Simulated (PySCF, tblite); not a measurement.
**C7H11N: dynamics, then NMR shifts on frames**

How do NMR shifts of C7H11N (`C=C[C@@H]1CC=NCC1`) change as the atoms move?

Computed with tblite 0.8.0 and PySCF 2.14.0, with density-fitted response routines of our own, on a single molecule in the gas phase. Atoms are numbered from 0 throughout.

## Step 1: The molecule as given

19 atoms, charge 0, multiplicity 1; geometry from: GFN2-xTB.

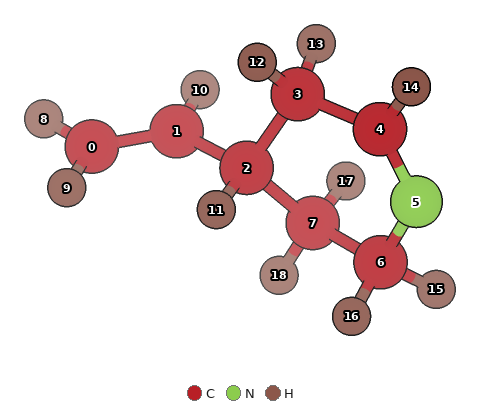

The starting geometry (carbon red, nitrogen green, hydrogen brown), atoms numbered.

## Step 2: A short Langevin run with GFN2-xTB

Job settings and geometry (Å):

```
{"job": {"kind": "md", "xc": "GFN2-xTB", "basis": "xTB", "temperature": 200, "steps": 2000, "every": 50, "frames": 5}, "charge": 0, "multiplicity": 1}
C     -2.890313     0.275415     0.103048
C     -1.714797     0.406320    -0.481550
C     -0.406176     0.047580     0.149701
C      0.507126     1.274856     0.260177
C      1.913553     0.865991     0.594600
N      2.415830    -0.280542     0.511775
C      1.634695    -1.391932     0.040969
C      0.335781    -1.012747    -0.672488
H     -3.807978     0.544849    -0.391642
H     -2.985431    -0.108894     1.105742
H     -1.646124     0.794633    -1.490234
H     -0.585502    -0.349536     1.154838
H      0.137738     1.966278     1.021168
H      0.523183     1.817973    -0.690872
H      2.570265     1.654893     0.948924
H      2.285604    -1.971852    -0.620824
H      1.423364    -2.020041     0.913860
H      0.567521    -0.606027    -1.659828
H     -0.288140    -1.897965    -0.804827
```

Method: GFN2-xTB Langevin dynamics, gas phase.

Launch:

```
$ OMP_NUM_THREADS=1 python probes_run.py task.json out
```

This one command runs all jobs of the session in turn.

The program printed:

```text
t/fs     T/K      E/eV
    0.0   162.5   -638.87868
   25.0   105.5   -638.57627
   50.0   192.5   -638.59940
   75.0   118.2   -638.40435
  100.0   154.9   -638.51206
  125.0   193.6   -638.45403
  150.0   236.2   -638.43463
  175.0   203.8   -638.48296
  200.0   181.9   -638.47387
  225.0   216.8   -638.48281
  250.0   172.3   -638.48000
  275.0   205.3   -638.60176
  300.0   141.8   -638.50249
  325.0   172.0   -638.52753
  350.0   145.2   -638.54048
  375.0   161.6   -638.64274
  400.0   154.5   -638.58489
  425.0   167.3   -638.64120
  450.0   158.9   -638.43864
  475.0   226.2   -638.51553
  500.0   194.3   -638.46400
  525.0   160.9   -638.40378
  550.0   154.1   -638.46391
  575.0   187.4   -638.44514
  600.0   205.0   -638.52729
  625.0   201.2   -638.47922
  650.0   180.1   -638.25474
  675.0   282.8   -638.48873
  700.0   217.5   -638.41539
  725.0   156.3   -638.48267
  750.0   162.3   -638.49510
  775.0   242.6   -638.59356
  800.0   258.3   -638.55463
  825.0   176.6   -638.42461
  850.0   173.7   -638.39013
  875.0   219.1   -638.47289
  900.0   197.3   -638.36094
  925.0   203.9   -638.38167
  950.0   215.8   -638.55688
  975.0   172.4   -638.47689
 1000.0   200.7   -638.49997
```

Wall time 24 s (1 thread of Intel Xeon Platinum 8259CL at 2.50GHz, shared host); peak memory 0.19 GiB.

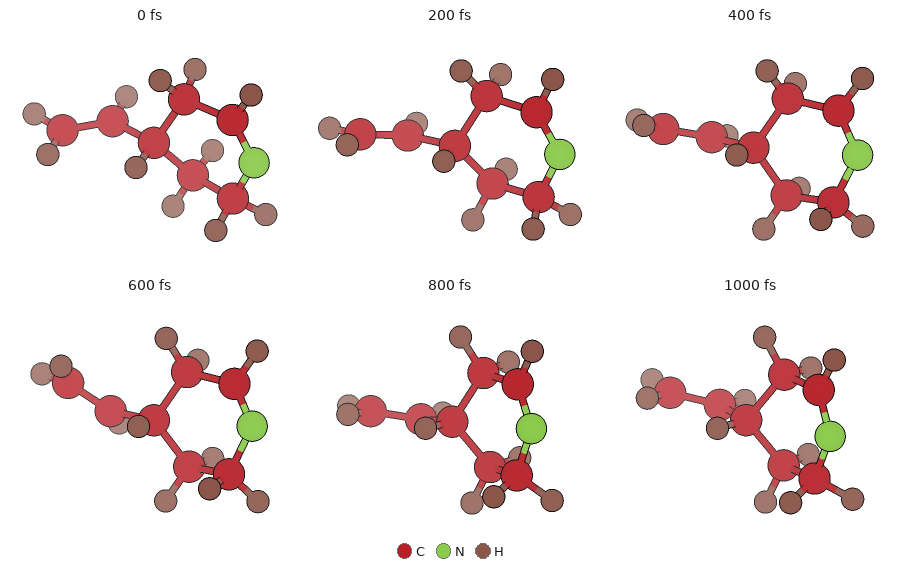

Frames of the run.

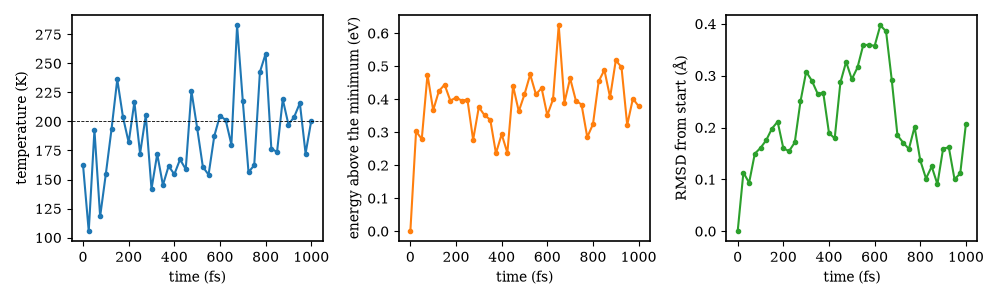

Temperature, potential energy and distance from the start.

Positions (Å) and forces (eV/Å) at 1000 fs:

```xyz
19

C    -2.364    0.725   -0.853    0.430   -0.370   -0.695
C    -1.125    0.372   -1.139    0.090    0.295    1.370
C    -0.063    0.293   -0.057    0.513    0.271   -0.811
C     0.933    1.471   -0.347    0.309    0.128    1.601
C     2.166    1.361    0.585   -0.724   -1.275    0.102
N     2.586    0.269    1.087   -0.307    1.708   -0.778
C     1.989   -0.974    0.733    0.488   -0.306    0.084
C     0.823   -0.941   -0.282    0.006   -0.812    1.025
H    -3.099    0.838   -1.621   -0.312    0.062   -0.110
H    -2.652    0.840    0.155   -0.403    0.215    0.651
H    -0.776    0.239   -2.136    0.111   -0.116   -0.491
H    -0.509    0.334    0.969    0.479    0.063   -0.834
H     0.463    2.464   -0.306    0.050   -0.302    0.416
H     1.331    1.399   -1.336    0.118   -0.289   -0.854
H     2.715    2.250    0.847   -0.081    0.191    0.002
H     2.893   -1.578    0.420   -1.121    0.166    0.025
H     1.627   -1.382    1.687    0.065   -0.196   -0.121
H     1.168   -0.908   -1.290    0.538    0.127   -0.735
H     0.312   -1.915   -0.193   -0.247    0.442    0.152
```

## Step 3: Nuclear shieldings: 250 fs, PBE0/pcSseg-1

Job settings and geometry (Å):

```
{"job": {"kind": "nmr", "xc": "PBE0", "basis": "pcSseg-1", "pop": false}, "charge": 0, "multiplicity": 1}
C     -2.916400    -0.130600     0.385700
C     -1.868400    -0.392800    -0.350700
C     -0.460900    -0.509800     0.256400
C      0.321500     0.731600    -0.024600
C      1.773900     0.615500     0.216000
N      2.415700    -0.477600     0.283200
C      1.725800    -1.735800     0.315700
C      0.331000    -1.721000    -0.387100
H     -3.863700     0.086600    -0.013900
H     -2.847700    -0.094700     1.465000
H     -1.912500    -0.452800    -1.454900
H     -0.522800    -0.691900     1.373200
H     -0.110300     1.596300     0.535300
H      0.136200     1.049600    -1.079900
H      2.318300     1.567400     0.177700
H      2.319900    -2.477100    -0.208400
H      1.690800    -2.016600     1.341500
H      0.455500    -1.459600    -1.492200
H     -0.240600    -2.687500    -0.271300
```

Method: GIAO PBE0/pcSseg-1 NMR shielding, non-relativistic, gas phase.

The program printed:

```text
coarse grid: 15488 points
cycle   1  E = -327.5269446290  dE =  9.784e-01  |g| = 4.256e-01  |ddm| = 3.859e+00
cycle   2  E = -327.5050240166  dE =  2.192e-02  |g| = 5.473e-01  |ddm| = 9.888e-01
cycle   3  E = -327.5732477836  dE = -6.822e-02  |g| = 1.382e-01  |ddm| = 5.830e-01
cycle   4  E = -327.5771481946  dE = -3.900e-03  |g| = 3.957e-02  |ddm| = 1.256e-01
cycle   5  E = -327.5775006118  dE = -3.524e-04  |g| = 7.454e-03  |ddm| = 4.455e-02
cycle   6  E = -327.5775112896  dE = -1.068e-05  |g| = 2.861e-03  |ddm| = 9.801e-03
cycle   7  E = -327.5775132703  dE = -1.981e-06  |g| = 3.180e-04  |ddm| = 2.547e-03
final grid: 148544 points
cycle   8  E = -327.6265052146  dE = -5.172e-05  |g| = 7.490e-03  |ddm| = 3.941e-02
cycle   9  E = -327.6265023735  dE =  2.841e-06  |g| = 8.332e-03  |ddm| = 1.540e-02
cycle  10  E = -327.6265199846  dE = -1.761e-05  |g| = 1.224e-03  |ddm| = 8.244e-03
cycle  11  E = -327.6265202910  dE = -3.064e-07  |g| = 4.397e-04  |ddm| = 1.230e-03
cycle  12  E = -327.6265203297  dE = -3.867e-08  |g| = 1.179e-04  |ddm| = 4.082e-04
cycle  13  E = -327.6265203326  dE = -2.928e-09  |g| = 3.946e-05  |ddm| = 1.388e-04
cycle  14  E = -327.6265203329  dE = -3.370e-10  |g| = 1.327e-05  |ddm| = 3.941e-05
converged SCF energy = -327.6265203329

GIAO shielding tensors (ppm)
atom      isotropic    diamagn.    paramagn.     s11        s22        s33       span
  0 C       68.148     253.412    -185.264    -40.929     84.926    160.446    201.375
  1 C       33.156     256.419    -223.262    -88.722     50.055    138.137    226.859
  2 C      136.023     248.125    -112.102    112.113    138.604    157.353     45.240
  3 C      144.577     252.871    -108.294    120.063    143.140    170.528     50.466
  4 C       17.968     252.248    -234.281    -99.797     27.160    126.539    226.336
  5 N     -123.945     327.573    -451.518   -514.770   -134.655    277.588    792.358
  6 C      134.496     245.724    -111.227    122.114    125.646    155.729     33.615
  7 C      143.828     251.622    -107.794    127.448    150.065    153.971     26.523
  8 H       27.011      29.443      -2.432     24.004     26.019     31.012      7.007
  9 H       26.318      31.995      -5.677     22.848     25.316     30.791      7.944
 10 H       25.436      31.460      -6.024     23.026     24.822     28.461      5.435
 11 H       28.758      33.962      -5.204     26.151     27.704     32.418      6.268
 12 H       28.966      32.399      -3.432     25.377     27.956     33.566      8.188
 13 H       29.291      32.509      -3.217     26.559     28.176     33.138      6.579
 14 H       23.416      28.718      -5.302     21.232     21.716     27.301      6.068
 15 H       27.442      28.302      -0.859     23.086     26.041     33.201     10.116
 16 H       28.533      30.444      -1.911     25.963     26.790     32.847      6.884
 17 H       29.177      31.555      -2.378     26.073     28.041     33.418      7.345
 18 H       28.881      30.646      -1.764     25.700     27.599     33.346      7.646
```

It took 42 s on 1 thread of Intel Xeon Platinum 8259CL at 2.50GHz, shared host; peak memory 1 GiB.

The references, computed at this level on geometries of the same kind, shield at (ppm): 1H TMS 31.72, 13C TMS 186.9, 15N NH3 267.7. Their shielding less the atom's gives the shift. The references are single molecules in the gas phase, so shifts against H2O, NH3, PH3, H3PO4 or CFCl3 are not on the usual liquid scales and can be off by tens of ppm. Each atom is listed at this fixed geometry, with no averaging over motion; a spectrum would average atoms that exchange fast.

```
atoms                         environment  σ (ppm)  δ (ppm)
   C4                          C=N carbon     18.0    169.0
   C1                           alkene CH     33.2    153.8
   C0                terminal =CH2 carbon     68.1    118.8
   C6                 sp3 CH2 bonded to N    134.5     52.4
   C2                      allylic sp3 CH    136.0     50.9
   C7                   sp3 CH2 in a ring    143.8     43.1
   C3                   sp3 CH2 in a ring    144.6     42.3
  H14            hydrogen on a C=N carbon    23.42     8.30
  H10            hydrogen on an alkene CH    25.44     6.28
   H9  hydrogen on a terminal =CH2 carbon    26.32     5.40
   H8  hydrogen on a terminal =CH2 carbon    27.01     4.71
  H15  hydrogen on an sp3 CH2 bonded to N    27.44     4.27
  H16  hydrogen on an sp3 CH2 bonded to N    28.53     3.18
  H11       hydrogen on an allylic sp3 CH    28.76     2.96
  H18    hydrogen on an sp3 CH2 in a ring    28.88     2.84
  H12    hydrogen on an sp3 CH2 in a ring    28.97     2.75
  H17    hydrogen on an sp3 CH2 in a ring    29.18     2.54
  H13    hydrogen on an sp3 CH2 in a ring    29.29     2.43
   N5                      imine nitrogen   -123.9    391.7
```

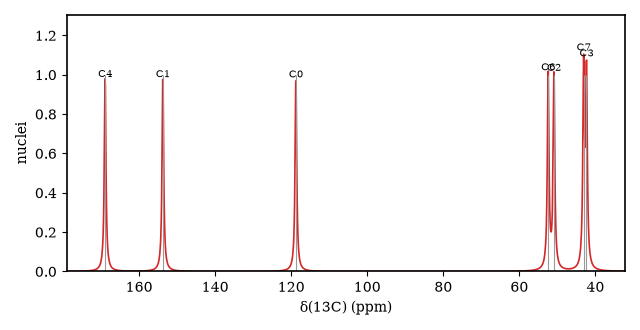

13C lines at the computed shifts, without couplings. Lines are broadened to a width of 0.51 ppm (Lorentzian).

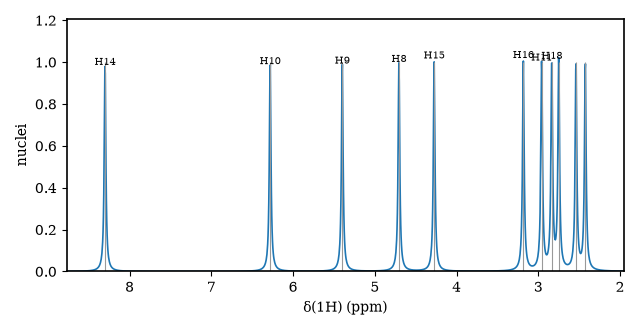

1H lines at the computed shifts, without couplings. Lines are broadened to a width of 0.02 ppm (Lorentzian).

Ring of atoms C2, C3, C4, N5, C6, C7: NICS(0) 1.0, NICS(1) -1.7, NICS(1)zz 2.2 ppm (means of both faces).

## Step 4: NMR shieldings: 425 fs, PBE0/pcSseg-1

Job settings and geometry (Å):

```
{"job": {"kind": "nmr", "xc": "PBE0", "basis": "pcSseg-1", "pop": false}, "charge": 0, "multiplicity": 1}
C     -2.766000    -0.163200     0.460600
C     -1.688700    -0.608400    -0.158100
C     -0.309300    -0.558800     0.405400
C      0.508200     0.567900    -0.137000
C      1.976100     0.397700     0.188400
N      2.546800    -0.682700     0.519200
C      1.736500    -1.867300     0.709500
C      0.401400    -1.859100     0.028100
H     -3.784300    -0.272800     0.069500
H     -2.724100     0.251700     1.466000
H     -1.718500    -1.094300    -1.154600
H     -0.300300    -0.510700     1.475800
H      0.110800     1.513300     0.241200
H      0.428800     0.553600    -1.206300
H      2.617900     1.270500     0.134700
H      2.359800    -2.726300     0.350300
H      1.595200    -1.886700     1.817400
H      0.543500    -1.933700    -1.060600
H     -0.192700    -2.726400     0.315000
```

Level: GIAO PBE0/pcSseg-1 NMR shielding, non-relativistic, gas phase.

The program printed:

```text
coarse grid: 15488 points
cycle   1  E = -327.5334946173  dE =  1.127e+00  |g| = 4.290e-01  |ddm| = 3.892e+00
cycle   2  E = -327.5147931504  dE =  1.870e-02  |g| = 5.365e-01  |ddm| = 9.701e-01
cycle   3  E = -327.5804455921  dE = -6.565e-02  |g| = 1.324e-01  |ddm| = 5.558e-01
cycle   4  E = -327.5839513080  dE = -3.506e-03  |g| = 4.149e-02  |ddm| = 1.217e-01
cycle   5  E = -327.5843335607  dE = -3.823e-04  |g| = 7.985e-03  |ddm| = 4.700e-02
cycle   6  E = -327.5843450440  dE = -1.148e-05  |g| = 3.608e-03  |ddm| = 1.124e-02
cycle   7  E = -327.5843481488  dE = -3.105e-06  |g| = 7.583e-04  |ddm| = 3.302e-03
final grid: 148544 points
cycle   8  E = -327.6320145984  dE = -5.550e-05  |g| = 8.077e-03  |ddm| = 3.970e-02
cycle   9  E = -327.6320112025  dE =  3.396e-06  |g| = 9.030e-03  |ddm| = 1.614e-02
cycle  10  E = -327.6320317844  dE = -2.058e-05  |g| = 1.029e-03  |ddm| = 8.554e-03
cycle  11  E = -327.6320319872  dE = -2.029e-07  |g| = 4.587e-04  |ddm| = 1.097e-03
cycle  12  E = -327.6320320304  dE = -4.318e-08  |g| = 1.168e-04  |ddm| = 4.445e-04
cycle  13  E = -327.6320320333  dE = -2.877e-09  |g| = 3.373e-05  |ddm| = 1.260e-04
cycle  14  E = -327.6320320335  dE = -2.397e-10  |g| = 9.018e-06  |ddm| = 3.124e-05
converged SCF energy = -327.6320320335

GIAO shielding tensors (ppm)
atom      isotropic    diamagn.    paramagn.     s11        s22        s33       span
  0 C       66.324     252.745    -186.421    -40.867     80.675    159.164    200.031
  1 C       33.861     255.251    -221.390    -86.577     48.384    139.776    226.352
  2 C      149.394     248.824     -99.430    130.831    148.607    168.744     37.913
  3 C      148.942     250.813    -101.871    133.263    147.667    165.896     32.633
  4 C       19.438     252.093    -232.655    -94.274     27.331    125.255    219.529
  5 N     -122.227     328.987    -451.214   -483.714   -155.535    272.568    756.282
  6 C      127.611     246.272    -118.660    117.576    122.572    142.686     25.110
  7 C      151.779     251.798    -100.019    134.023    157.458    163.857     29.834
  8 H       26.134      27.920      -1.786     23.614     24.869     29.919      6.305
  9 H       26.171      31.521      -5.350     22.903     25.107     30.503      7.601
 10 H       25.462      31.291      -5.829     23.014     24.129     29.244      6.230
 11 H       30.344      35.496      -5.152     27.451     29.277     34.305      6.854
 12 H       29.646      32.516      -2.870     25.594     28.618     34.726      9.131
 13 H       30.390      33.024      -2.634     27.947     28.829     34.394      6.446
 14 H       23.742      29.045      -5.302     21.343     23.334     26.549      5.206
 15 H       26.705      27.413      -0.709     22.368     25.406     32.339      9.971
 16 H       27.427      29.004      -1.576     24.687     25.910     31.684      6.996
 17 H       30.265      32.678      -2.412     26.918     28.963     34.914      7.996
 18 H       30.103      31.670      -1.566     26.474     28.947     34.889      8.415
```

Wall time 46 s (1 thread of Intel Xeon Platinum 8259CL at 2.50GHz, shared host); peak memory 0.96 GiB.

In short: δ C4 167.5, C1 153.1, C0 120.6, C6 59.3, H14 7.97, H10 6.25 ppm.

## Step 5: Shielding tensors: 625 fs, PBE0/pcSseg-1

Job settings and geometry (Å):

```
{"job": {"kind": "nmr", "xc": "PBE0", "basis": "pcSseg-1", "pop": false}, "charge": 0, "multiplicity": 1}
C     -2.462500     0.561400     0.111900
C     -1.439400    -0.198600    -0.169700
C     -0.096400    -0.216200     0.477500
C      0.781100     0.977000     0.041300
C      2.207600     0.885300     0.409500
N      2.707900    -0.122300     0.954700
C      1.940500    -1.348400     1.021700
C      0.722300    -1.459500     0.079900
H     -3.428600     0.421100    -0.353500
H     -2.293200     1.280300     0.862500
H     -1.548200    -0.963300    -0.953100
H     -0.210800    -0.218800     1.567500
H      0.411800     1.905000     0.462600
H      0.669300     1.015900    -1.081300
H      2.847900     1.759500     0.278300
H      2.671800    -2.136800     0.790700
H      1.639300    -1.418700     2.085600
H      1.100100    -1.378100    -0.940100
H      0.192600    -2.375400     0.256000
```

Method: GIAO PBE0/pcSseg-1 NMR shielding, non-relativistic, gas phase.

The program printed:

```text
coarse grid: 15488 points
cycle   1  E = -327.5228573079  dE =  1.135e+00  |g| = 4.359e-01  |ddm| = 3.912e+00
cycle   2  E = -327.5054011312  dE =  1.746e-02  |g| = 5.390e-01  |ddm| = 9.970e-01
cycle   3  E = -327.5712964224  dE = -6.590e-02  |g| = 1.325e-01  |ddm| = 5.707e-01
cycle   4  E = -327.5748206577  dE = -3.524e-03  |g| = 3.875e-02  |ddm| = 1.206e-01
cycle   5  E = -327.5751569195  dE = -3.363e-04  |g| = 6.847e-03  |ddm| = 4.335e-02
cycle   6  E = -327.5751657502  dE = -8.831e-06  |g| = 2.670e-03  |ddm| = 9.368e-03
final grid: 148544 points
cycle   7  E = -327.6231188364  dE = -4.487e-05  |g| = 9.279e-03  |ddm| = 3.877e-02
cycle   8  E = -327.6231069821  dE =  1.185e-05  |g| = 1.165e-02  |ddm| = 2.034e-02
cycle   9  E = -327.6231411347  dE = -3.415e-05  |g| = 1.470e-03  |ddm| = 1.164e-02
cycle  10  E = -327.6231416463  dE = -5.116e-07  |g| = 3.649e-04  |ddm| = 1.378e-03
cycle  11  E = -327.6231416761  dE = -2.975e-08  |g| = 9.626e-05  |ddm| = 3.465e-04
cycle  12  E = -327.6231416780  dE = -1.960e-09  |g| = 3.212e-05  |ddm| = 1.071e-04
cycle  13  E = -327.6231416782  dE = -1.812e-10  |g| = 1.352e-05  |ddm| = 3.204e-05
converged SCF energy = -327.6231416782

GIAO shielding tensors (ppm)
atom      isotropic    diamagn.    paramagn.     s11        s22        s33       span
  0 C       65.905     255.899    -189.994    -56.188     87.761    166.140    222.328
  1 C       32.551     255.452    -222.901    -87.780     47.130    138.303    226.083
  2 C      147.640     250.187    -102.547    126.955    149.054    166.911     39.956
  3 C      143.073     251.584    -108.511    133.665    133.917    161.638     27.973
  4 C       21.060     252.971    -231.911    -94.731     35.144    122.766    217.496
  5 N     -118.809     329.364    -448.173   -483.256   -137.802    264.633    747.889
  6 C      126.037     245.824    -119.787    117.011    120.193    140.907     23.896
  7 C      152.840     250.185     -97.346    140.396    158.795    159.328     18.932
  8 H       25.856      29.450      -3.594     22.708     25.193     29.666      6.958
  9 H       26.733      33.318      -6.584     21.956     25.674     32.570     10.614
 10 H       25.597      32.419      -6.822     23.048     24.007     29.736      6.688
 11 H       29.615      34.750      -5.135     25.462     29.518     33.866      8.404
 12 H       29.652      32.911      -3.260     25.554     28.877     34.524      8.970
 13 H       28.986      31.579      -2.593     26.093     27.806     33.060      6.968
 14 H       23.644      28.055      -4.410     21.251     23.148     26.533      5.282
 15 H       27.223      28.148      -0.925     22.577     26.038     33.055     10.478
 16 H       27.606      29.367      -1.761     24.955     26.037     31.826      6.871
 17 H       30.559      32.529      -1.970     27.783     28.449     35.445      7.662
 18 H       30.346      32.292      -1.945     26.985     28.558     35.496      8.511
```

Run time: 42 s. Hardware: 1 thread of Intel Xeon Platinum 8259CL at 2.50GHz, shared host; peak memory 0.93 GiB.

In short: δ C4 165.9, C1 154.4, C0 121.0, C6 60.9, H14 8.07, H10 6.12 ppm.

[end of part 1 of 2]
